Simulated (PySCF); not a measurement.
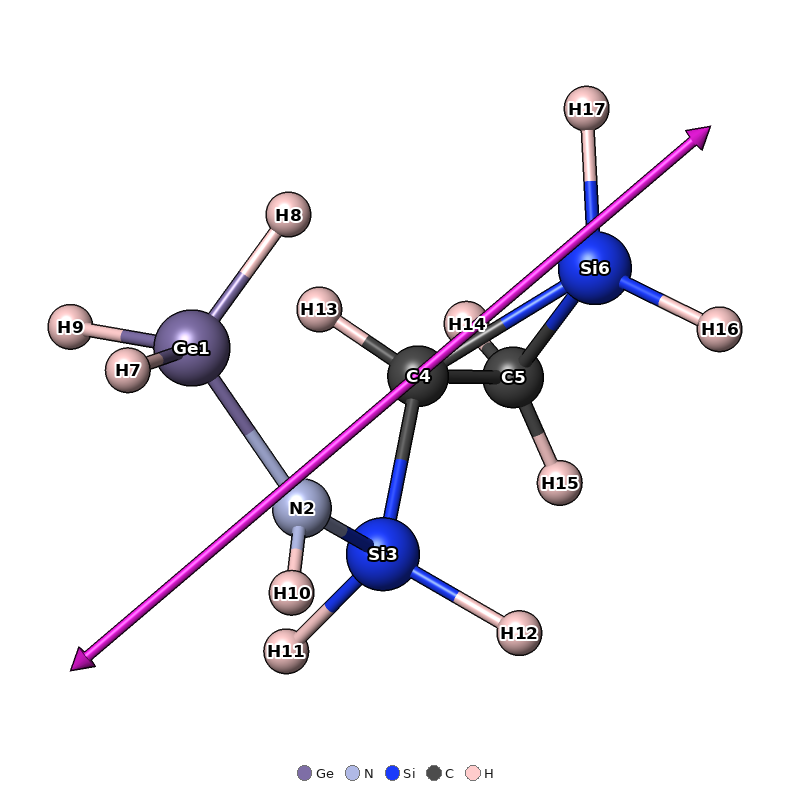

The double arrow shows the direction of the transition dipole to excited singlet state 5 (its length means nothing). Computed geometry: GFN2-xTB optimisation. No frequency run is at hand to confirm it as a minimum. Method: TDDFT B3LYP/def2-SVPD, vertical, gas phase, core orbitals frozen in the response (PySCF 2.14.0).

How is the transition polarised?

Nearly parallel to the C4–Si6 bond.

Give its energy, strength and character.

6.15 eV (202 nm), oscillator strength 0.12, mainly HOMO → LUMO+2 (weight 0.71); transition dipole 2.24 D.

The geometry is semi-empirical. Around Ge, Si such bond lengths and angles can be off by a tenth of an ångström or more and by several degrees, and values that hang on the shape move with them.
